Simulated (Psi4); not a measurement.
**OMP2/6-31G(d) (density fitting for correlation, spherical functions) run of C3H4F2 (SMILES F/C=C\CF)**

What is the energy change on altering one bond length of C3H4F2 at OMP2/6-31G* (density fitting for correlation, spherical functions)? 

The results are computed with Psi4 1.11.

2 further runs of the same task are left out: 2 set aside as unsound or not needed.

**1. The molecule**

The species is C3H4F2 (9 atoms), meant as a singlet with charge 0. As SMILES, `F/C=C\CF`. The shape is that of a PBE0-D4/def2-TZVP optimisation. This is one conformer, not always the lowest.

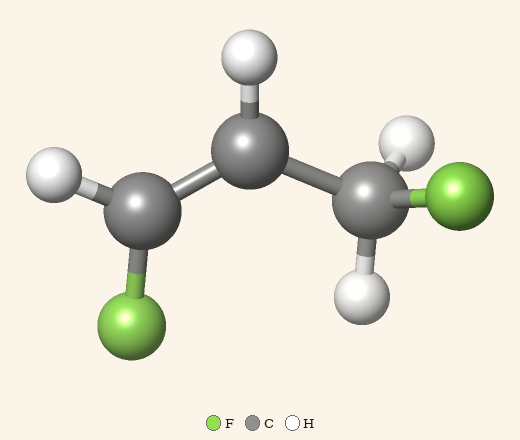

The structure, seen from a chosen angle (fluorine green, carbon grey, hydrogen white).

**2. A single-point energy at OMP2/6-31G(d) (density fitting for correlation, spherical functions)**

c3h4f2.py

```python
import psi4

psi4.set_memory(2200000000)
psi4.set_num_threads(1)
psi4.set_output_file('run.log', False)

mol = psi4.geometry("""
0 1
F     -1.771300     0.696200    -0.764200
C     -0.756800    -0.083800    -1.148800
C      0.269900    -0.355400    -0.364300
C      0.439500     0.155200     1.019400
F      1.656600     0.811400     1.133700
H     -0.888900    -0.458700    -2.156900
H      1.042400    -1.001300    -0.765600
H      0.449800    -0.666700     1.742700
H     -0.352600     0.856800     1.286900
units angstrom
symmetry c1
""")

options = {'basis': '6-31G*', 'reference': 'rhf', 'puream': True, 'e_convergence': 1e-09, 'd_convergence': 1e-08, 'scf_type': 'pk', 'num_frozen_docc': 5}
psi4.set_options(options)

E = psi4.energy('omp2')
print(f'total energy {E:.8f} hartree = {E * 27.211386:.5f} eV')
for k, v in sorted(psi4.core.scalar_variables().items()):
    print(f'{k:45s} {v:18.10f}')
```

Command:

```bash
$ python c3h4f2.py
```

run.log (excerpt; [...] marks lines left out):

```text
[...]
  Running in c1 symmetry.
[...]
  Nuclear repulsion =  168.442552110584870
[...]
  Multiplicity = 1
[...]
  Nalpha       = 20
  Nbeta        = 20
[...]
    Number of basis functions: 78
[...]
   @RHF iter   1:  -314.68983720205870   -8.09019e-01   4.72694e-03 ADIIS/DIIS
[...]
   @RHF iter  12:  -314.76248926025215   -5.96856e-12   9.18697e-09 DIIS
[...]
    Orbital Energies [Eh]
    ---------------------
    Doubly Occupied:
       1A    -26.314149     2A    -26.266912     3A    -11.335528
       4A    -11.313952     5A    -11.243039     6A     -1.632779
       7A     -1.577135     8A     -1.089064     9A     -0.949402
      10A     -0.819188    11A     -0.751523    12A     -0.712821
      13A     -0.698561    14A     -0.686853    15A     -0.666686
      16A     -0.622441    17A     -0.587560    18A     -0.523196
      19A     -0.516624    20A     -0.384560
[...]
  @RHF Final Energy:  -314.76248926025215
   => Energetics <=
    Nuclear Repulsion Energy =            168.4425521105848702
    One-Electron Energy =                -769.0261377854891407
    Two-Electron Energy =                 285.8210964146521178
    Total Energy =                       -314.7624892602521527
[...]
 Multipole Moments:
 ------------------------------------------------------------------------------------
     Multipole            Electronic (a.u.)      Nuclear  (a.u.)        Total (a.u.)
 ------------------------------------------------------------------------------------
 L = 1.  Multiply by 2.5417464519 to convert [e a0] to [Debye]
 Dipole X            :         -0.6901591            0.4028085           -0.2873506
 Dipole Y            :          2.4504318           -3.1846751           -0.7342433
 Dipole Z            :         -0.0675701           -0.2769026           -0.3444727
 Magnitude           :                                                    0.8604330
[...]
	Warning: cc_lambda option is changed to TRUE
	For this residual convergence, default PCG convergence is:     1.00e-07
[...]
	DF-MP2 Total Energy (a.u.)         :  -315.47403399844364
[...]
	DF-MP2 Total Energy (a.u.)         :  -315.48301545506177
[...]
	DF-OMP2 Total Energy (a.u.)        :  -315.48301545506581
[...]
```

The script printed:

```text
total energy -315.48301546 hartree = -8584.73011 eV
CURRENT CORRELATION ENERGY                         -0.7205261948
CURRENT ENERGY                                   -315.4830154551
CURRENT REFERENCE ENERGY                         -314.7624892603
DD SOLVATION ENERGY                                 0.0000000000
HF KINETIC ENERGY                                 314.6859994741
HF POTENTIAL ENERGY                              -629.4484887343
HF TOTAL ENERGY                                  -314.7624892603
HF VIRIAL RATIO                                     2.0002430670
MP2 CORRELATION ENERGY                             -0.7115447382
MP2 DOUBLES ENERGY                                 -0.7115447382
MP2 SINGLES ENERGY                                  0.0000000000
MP2 TOTAL ENERGY                                 -315.4740339984
NUCLEAR REPULSION ENERGY                          168.4425521106
OMP2 CORRELATION ENERGY                            -0.7205261948
OMP2 REFERENCE CORRECTION ENERGY                    0.0102472042
OMP2 TOTAL ENERGY                                -315.4830154551
ONE-ELECTRON ENERGY                              -769.0261377855
PCM POLARIZATION ENERGY                             0.0000000000
PE ENERGY                                           0.0000000000
SCF ITERATION ENERGY                             -314.7624892603
SCF ITERATIONS                                     12.0000000000
SCF TOTAL ENERGY                                 -314.7624892603
SCS(N)-MP2 CORRELATION ENERGY                     314.7624892603
SCS(N)-MP2 TOTAL ENERGY                             0.0000000000
SCS(N)-OMP2 CORRELATION ENERGY                    314.7624892603
SCS(N)-OMP2 TOTAL ENERGY                            0.0000000000
SCS-MP2 CORRELATION ENERGY                        314.7624892603
SCS-MP2 TOTAL ENERGY                                0.0000000000
SCS-OMP2 CORRELATION ENERGY                       314.7624892603
SCS-OMP2 TOTAL ENERGY                               0.0000000000
SOS-MP2 CORRELATION ENERGY                        314.7624892603
SOS-MP2 TOTAL ENERGY                                0.0000000000
SOS-OMP2 CORRELATION ENERGY                       314.7624892603
SOS-OMP2 TOTAL ENERGY                               0.0000000000
TWO-ELECTRON ENERGY                               285.8210964147
```

Run time: 11 s. Hardware: 1 thread of AMD EPYC 9R45 (Zen 5), shared host; peak memory 0.29 GiB.

**3. The distorted shape at the same level**

job.dat

```
memory 2.2 GB

molecule geom {
  0 1
  F     -2.582881     1.320185    -0.456527
  C     -0.756800    -0.083800    -1.148800
  C      0.269900    -0.355400    -0.364300
  C      0.439500     0.155200     1.019400
  F      1.656600     0.811400     1.133700
  H     -0.888900    -0.458700    -2.156900
  H      1.042400    -1.001300    -0.765600
  H      0.449800    -0.666700     1.742700
  H     -0.352600     0.856800     1.286900
  units angstrom
  symmetry c1
}

set globals {
  basis 6-31G*
  puream true
  e_convergence 1e-09
  d_convergence 1e-08
  scf_type pk
  num_frozen_docc 5
}

e_tot, wfn = energy("omp2", return_wfn=True)
print_variables()
```

Command:

```bash
$ psi4 job.dat job.out -n 1
```

job.out (excerpt; [...] marks lines left out):

```text
[...]
  Running in c1 symmetry.
[...]
  Nuclear repulsion =  150.372783161597596
[...]
  Multiplicity = 1
[...]
  Nalpha       = 20
  Nbeta        = 20
[...]
    Number of basis functions: 78
[...]
   @RHF iter   1:  -314.36711366821356   -1.26726e+00   7.48372e-03 ADIIS/DIIS
[...]
   @RHF iter  15:  -314.55259998855018   -1.10276e-11   9.21220e-09 DIIS
[...]
    Orbital Energies [Eh]
    ---------------------
    Doubly Occupied:
       1A    -26.299705     2A    -26.160573     3A    -11.415474
       4A    -11.349862     5A    -11.329590     6A     -1.608791
       7A     -1.372804     8A     -1.151891     9A     -0.988112
      10A     -0.824081    11A     -0.751883    12A     -0.719451
      13A     -0.694698    14A     -0.680390    15A     -0.572833
      16A     -0.556062    17A     -0.494317    18A     -0.490004
      19A     -0.466701    20A     -0.421638
[...]
  @RHF Final Energy:  -314.55259998855018
   => Energetics <=
    Nuclear Repulsion Energy =            150.3727831615975958
    One-Electron Energy =                -733.1530513344521296
    Two-Electron Energy =                 268.2276681843043775
    Total Energy =                       -314.5525999885501847
[...]
 Multipole Moments:
 ------------------------------------------------------------------------------------
     Multipole            Electronic (a.u.)      Nuclear  (a.u.)        Total (a.u.)
 ------------------------------------------------------------------------------------
 L = 1.  Multiply by 2.5417464519 to convert [e a0] to [Debye]
 Dipole X            :          0.0044674            1.5365885            1.5410559
 Dipole Y            :          2.1580917           -4.0563831           -1.8982915
 Dipole Z            :          0.2122346           -0.7067222           -0.4944877
 Magnitude           :                                                    2.4945704
[...]
	Warning: cc_lambda option is changed to TRUE
	For this residual convergence, default PCG convergence is:     1.00e-07
[...]
	DF-MP2 Total Energy (a.u.)         :  -315.29864976898824
[...]
	DF-MP2 Total Energy (a.u.)         :  -315.32505228034421
[...]
	DF-OMP2 Total Energy (a.u.)        :  -315.32505228049246
[...]
```

Wall time 14 s (1 thread of AMD EPYC 9R45 (Zen 5), shared host); peak memory 0.29 GiB.

**4. Summary of results**

At OMP2/6-31G* (density fitting for correlation, spherical functions), 5 core orbitals frozen:

```
                                                         quantity          value
                                        first shape: total energy  -315.48302 Eh
                 first shape: HOMO energy (Hartree–Fock orbitals)      -10.46 eV
                 first shape: LUMO energy (Hartree–Fock orbitals)        4.56 eV
               first shape: HOMO–LUMO gap (Hartree–Fock orbitals)       15.02 eV
         first shape: correlation energy (5 core orbitals frozen)     -720.5 mEh
                                    distorted shape: total energy  -315.32505 Eh
             distorted shape: HOMO energy (Hartree–Fock orbitals)      -11.47 eV
             distorted shape: LUMO energy (Hartree–Fock orbitals)       -0.42 eV
           distorted shape: HOMO–LUMO gap (Hartree–Fock orbitals)       11.05 eV
     distorted shape: correlation energy (5 core orbitals frozen)     -772.5 mEh
energy change with the F1–C2 bond stretched from 1.336 to 2.405 Å       4.298 eV
```

With the F1–C2 bond stretched from 1.336 to 2.405 Å the energy rises by 4.30 eV (99 kcal/mol). The first shape isn't relaxed at this level, so the change isn't measured from a minimum. A restricted reference can't describe the breaking bond well at this length.
